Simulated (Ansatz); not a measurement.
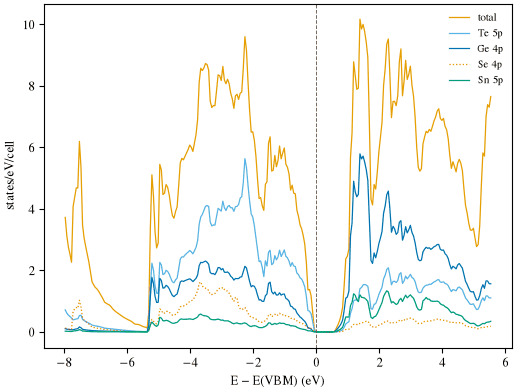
Fig. 1. Total and projected density of states of SnGe4Te4Se in space group R3m (No. 160; Pearson symbol hR10), plane-wave PAW r²SCAN+D4 (Ansatz code)

Task: Which orbitals carry the states next to the gap?

Result: Top 1 eV of the valence band: Te 5p 48 %, Ge 4p 16 %, Ge 4s 15 %, Se 4p 9 %. Bottom 1 eV of the conduction band: Ge 4p 55 %, Sn 5p 14 %, Te 5p 13 %, Te 5s 6 %. Projections are on Löwdin-orthogonalised atomic valence shells; empty p or d shells of many metals are not among them.

Task: Where is the tallest occupied peak in this window, and what makes it?

Result: Near -2.3 eV, about 9.6 states/eV per cell; the largest projected share is Te 5p.

The first step of the workflow began from a Materials Project structure, measured or hypothetical; the Crystallography Open Database copy checked does not list it. Whether it is the stable phase at ambient conditions was not checked. The cell was relaxed with r²SCAN+D4 under the symmetry of its start; whether a distortion lowers the energy is not shown. Scalar-relativistic: spin–orbit coupling is off unless named, which matters more the heavier the elements.

Potentials: the later of the program's two PAW sets.
